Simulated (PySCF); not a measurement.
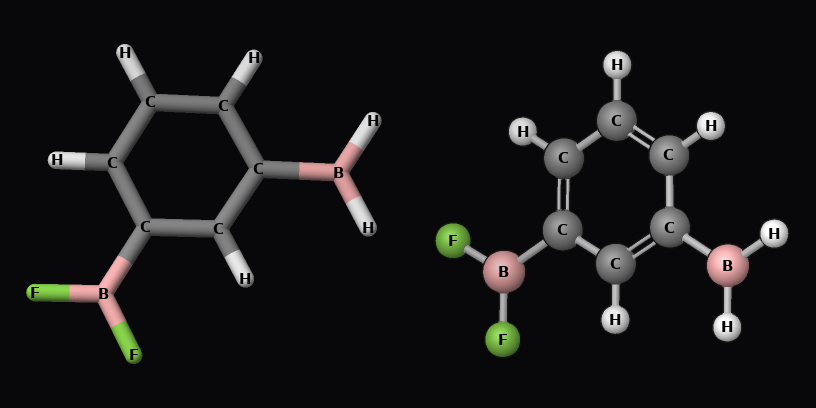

Two views of one molecule.

Computed geometry: PBE0-D3(BJ)/def2-SVP optimisation. No frequency run is at hand to confirm it as a minimum.

**Which formula does it have?**

C6H6B2F2, 16 atoms: 6 carbon, 6 hydrogen, 2 boron and 2 fluorine.

**Name functional groups in it.**

Among them: B–H bond.

The parts below concern this one geometry. Atoms keep their numbers from picture to picture.

**Shape**

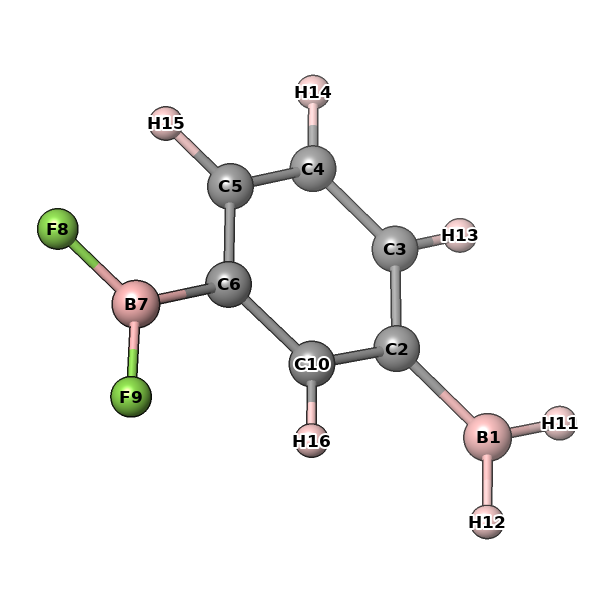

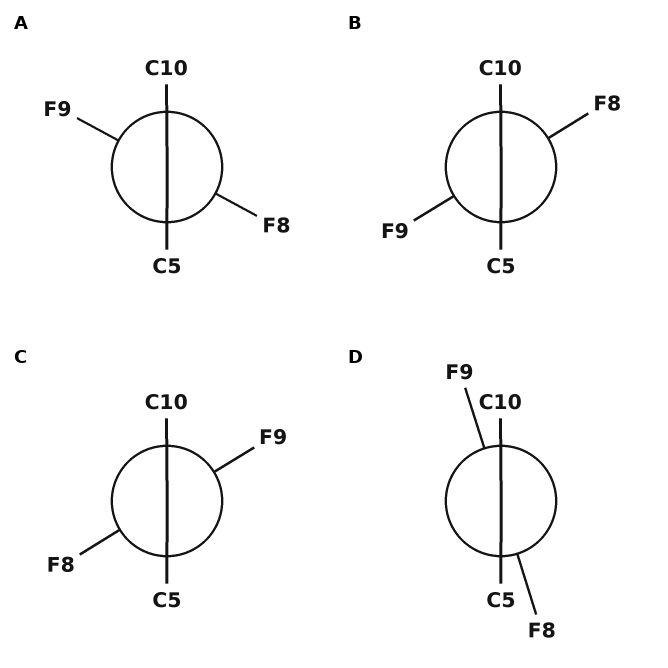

Atoms fade into the background with distance from the viewer. Bonds that would overlap in a projection are set slightly apart. No frequency run is at hand to confirm it as a minimum.

**Which Newman projection shows the view along C6–B7, with C6 in front?**

D. The torsion angle C5–C6–B7–F8 is −2°, synperiplanar (eclipsed).

**NMR shielding**

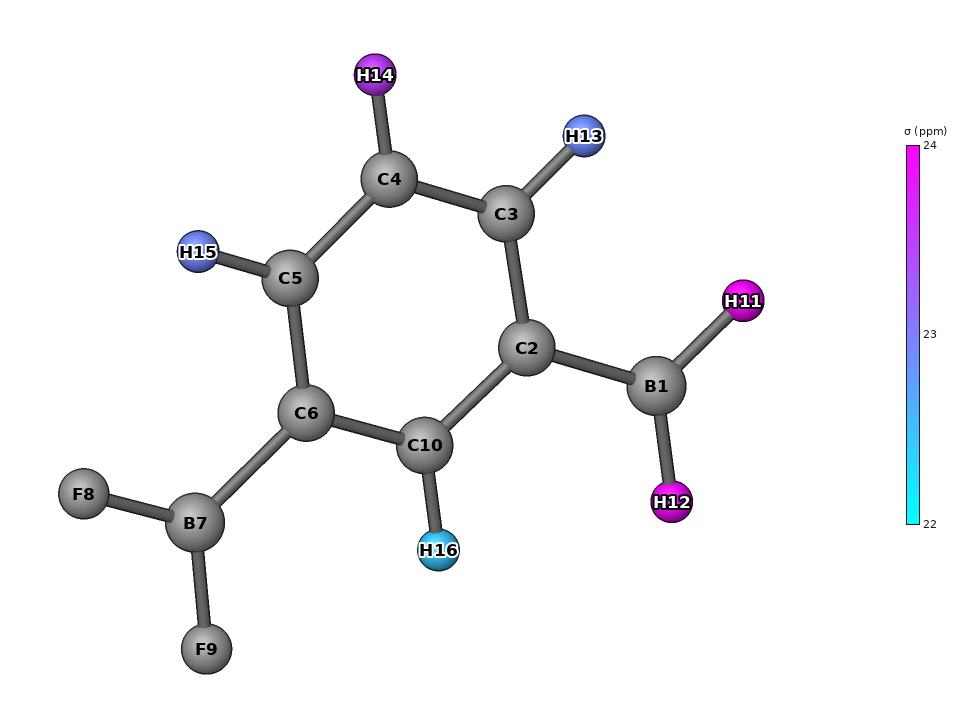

Atoms are coloured by their isotropic NMR shieldings (H only, the others grey). No frequency run is at hand to confirm it as a minimum. Level of theory: GIAO PBE0/pcSseg-1 NMR shielding, non-relativistic, gas phase (PySCF 2.14.0).

List the isotropic NMR shieldings of the H atoms.

```json
{"atom": "H11", "σ (ppm)": "23.93"}
{"atom": "H12", "σ (ppm)": "23.91"}
{"atom": "H13", "σ (ppm)": "22.88"}
{"atom": "H14", "σ (ppm)": "23.52"}
{"atom": "H15", "σ (ppm)": "22.92"}
{"atom": "H16", "σ (ppm)": "22.46"}
```

**Ring current**

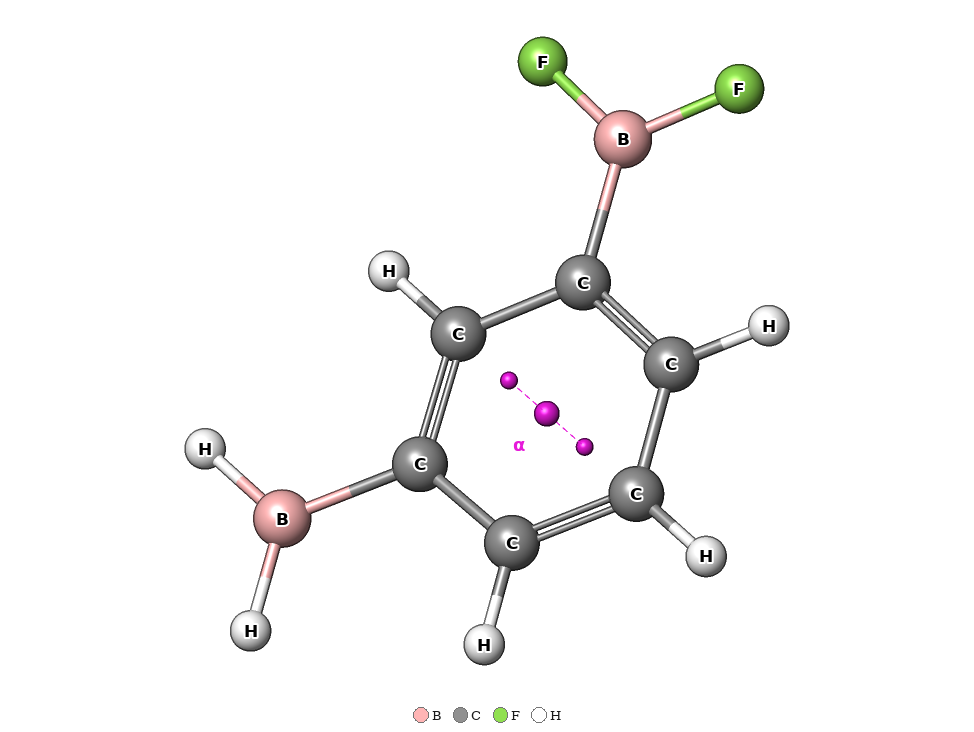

The small points mark where nucleus-independent chemical shifts (NICS) were computed: at the centre of each lettered ring and 1 Å above and below it. No frequency run is at hand to confirm it as a minimum. Level of theory: GIAO PBE0/pcSseg-1 NMR shielding, non-relativistic, gas phase (PySCF 2.14.0).

Give NICS(0), NICS(1) and the out-of-plane component NICS(1)zz for each ring (means of the two sides).

```
ring  members  NICS(0)  NICS(1)  NICS(1)zz
   α       C6     −6.8    −10.8      −26.9
```

Values in ppm.

**What do the values say about the ring currents?**

Ring α: diatropic, as in an aromatic ring. NICS is one index among several.

**Electronic properties**

No frequency run is at hand to confirm it as a minimum. Method: CAM-B3LYP/def2-SVPD, gas phase (PySCF 2.14.0). Excitations: vertical, linear response.

**What is the dipole moment?**

2.08 D.

**Estimate the HOMO–LUMO gap.**

7.90 eV.

**What is the lowest vertical singlet excitation?**

4.77 eV.

**Give the mean static polarisability at this level.**

97.7 bohr³.
